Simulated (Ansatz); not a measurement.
Consider Ga3AsN2.

The calculation's input:

```
crystal:
  lattice:
    - [3.4345910194, 0.0, 0.0]
    - [-1.7172955097, 2.9744430744, 0.0]
    - [0.0, 0.0, 8.6392287653]
  atoms:
    - { symbol: "N", position: [0.0, 0.0, 0.0202057789] }
    - { symbol: "N", position: [0.3333333333, 0.6666666667, 0.3117950494] }
    - { symbol: As, position: [0.6666666667, 0.3333333333, 0.6599329008] }
    - { symbol: Ga, position: [0.3333333333, 0.6666666667, 0.0854877952] }
    - { symbol: Ga, position: [0.6666666667, 0.3333333333, 0.377086746] }
    - { symbol: Ga, position: [0.0, 0.0, 0.7954917297] }
kpoints:
  mp_grid: { grid: [12, 12, 4] }
  band_path:
    path:
      - [0.0, 0.0, 0.0]
      - [0.5, 0.0, 0.0]
      - [0.3333333333, 0.3333333333, 0.0]
      - [0.0, 0.0, 0.5]
      - [0.5, 0.0, 0.5]
      - [0.3333333333, 0.3333333333, 0.5]
      - [0.0, 0.1666666667, 0.0]
      - [0.0333333333, 0.0333333333, 0.5]
    npoints: 1
hamiltonian:
  xc: r2scan
scf:
  occupations: { method: fermi_dirac, width: 0.02 }
  n_extra_bands: 5
output:
  forces: true
  stress: true
  eigenvalues: true
  write_density: true
  write_potential: true
  elf: true
  volumetric_format: npy
```

Command:

```sh
ansatz run input.yaml --threads 2 --pin off --max-ram 20275MiB --backend cpu --events-out ev --progress --plain --runs-dir out
```

Below, planes, directions and counts refer to the conventional cell (a = 3.43 Å, b = 3.43 Å, c = 8.64 Å, α = 90.00°, β = 90.00°, γ = 120.00°).

Space group P3m1; started from the ordered alloy on zincblende lattice prototype, which need not be the ambient phase.

These are results of DFT, r2SCAN, plane waves, PAW (Ansatz), not measurements.

**What can the converged valence pseudo-density and electron localisation function tell about the bonding?**

Ga–N (1.94 Å): the density is about 0.78 e/Å³ at the midpoint; the ELF peaks at about 0.85 in the valence shell of N, 0.7 Å from its nucleus, and is about 0.50 at the midpoint.
Ga–As (2.30 Å): the density is about 0.62 e/Å³ at the midpoint; the ELF peaks at about 0.75 between the atoms (localised, covalent bonding).
Ga–N (2.06 Å): ρ is about 0.6 e/Å³ halfway; the ELF peaks at about 0.85 in the valence shell of N, 0.7 Å from its nucleus, and is about 0.45 at the midpoint.

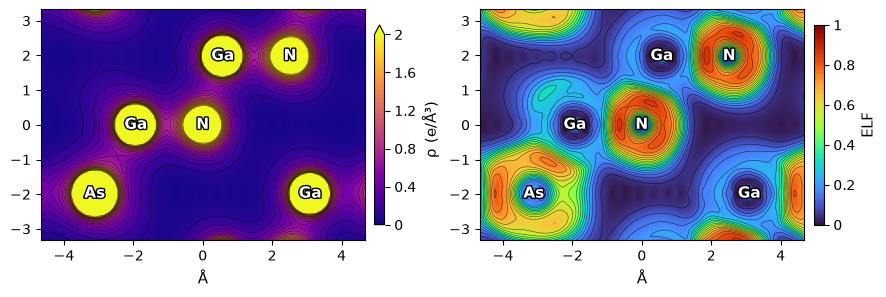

Computed valence pseudo-density and electron localisation function on the (110) plane of the conventional cell, in this order. 

In a PAW calculation such maps are meaningful between the atoms, not at the nuclei.
